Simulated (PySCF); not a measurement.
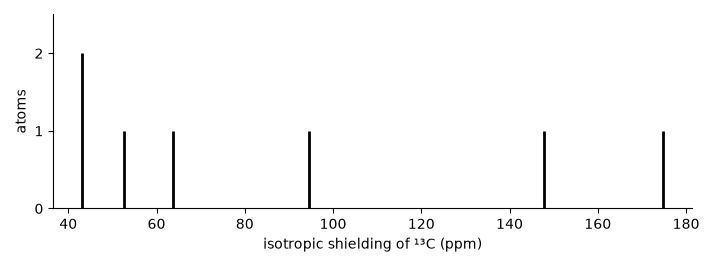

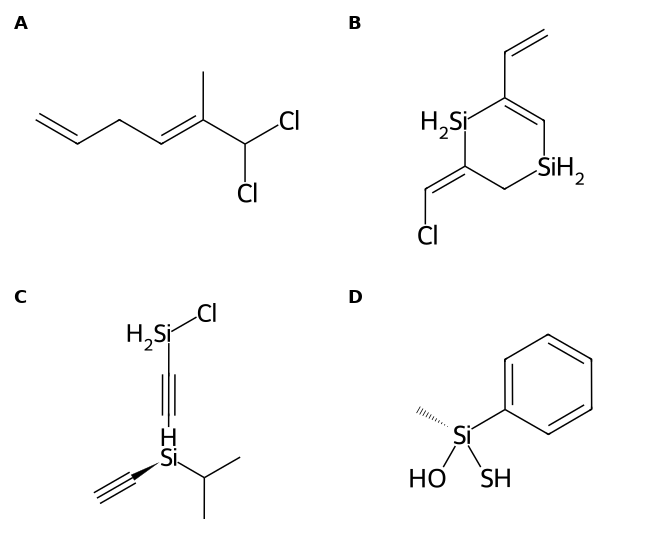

The sticks are computed shieldings of one of the molecules, for one fixed geometry (GFN2-xTB) without averaging over rotations. Low shielding means a high chemical shift. Method: GIAO PBE0/pcSseg-1 NMR shielding, non-relativistic, gas phase (PySCF 2.14.0).

Question: Match the spectrum to a structure.

Answer: A, `C=CC/C=C(\C)C(Cl)Cl`. Its 7 C atoms give lines at 43.2 (2 atoms), 52.7, 63.8, 94.6, 147.8, 174.7 ppm.

The geometry is semi-empirical. Around Si such bond lengths and angles can be off by a tenth of an ångström or more and by several degrees, and values that hang on the shape move with them.
